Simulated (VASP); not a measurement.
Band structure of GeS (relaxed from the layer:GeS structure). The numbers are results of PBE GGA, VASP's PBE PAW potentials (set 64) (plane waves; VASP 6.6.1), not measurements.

The cell holds a wide vacuum, so values per volume refer to the whole cell.

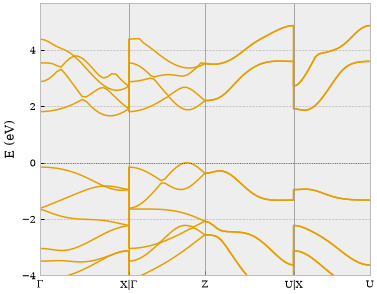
Figure: Bands along high-symmetry lines, zero at the valence-band maximum or, without a gap, the Fermi level

Task: Read the plot: is there a gap, and where are the band edges?

Result: The gap is indirect, 1.66 eV, from the valence maximum at Γ-Z at 0.76 to the conduction minimum at Γ-X at 0.81. (Edges off the drawn lines would not show.)

The cell is a sheet with vacuum, built from a generated structure.
